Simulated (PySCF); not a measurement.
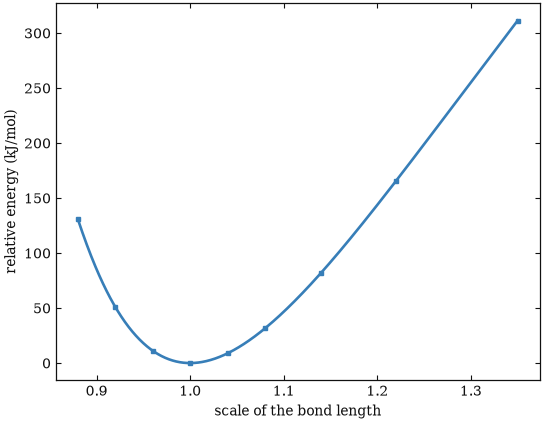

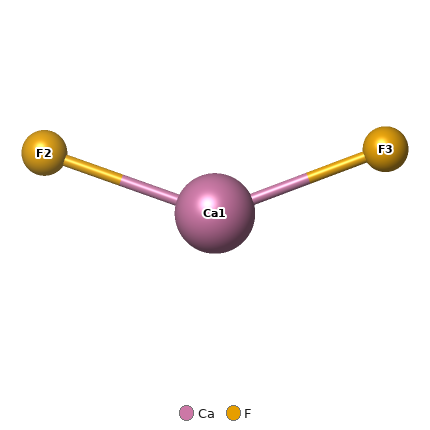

Rigid scan of CaF₂, singlet, from a minimum of the shape that electron-pair counting expects: all bonds to atom 1 scaled (atom 1 is the central atom). PBE/def2-TZVP with PySCF 2.14.0, restricted determinant, no spin-orbit coupling; energies counted from the minimum. Splines pass through the computed points, which are marked.

> What does it cost to go to either end of the scan?

130.7 kJ/mol at 0.88 and 311.4 kJ/mol at 1.35.

> Give the values at the computed points.

In kJ/mol:
| scale of the bond length | PBE |
| --- | --- |
| 0.88 | 130.7 |
| 0.92 | 50.9 |
| 0.96 | 11.2 |
| 1.00 | 0.0 |
| 1.04 | 8.9 |
| 1.08 | 31.6 |
| 1.14 | 82.1 |
| 1.22 | 165.6 |
| 1.35 | 311.4 |
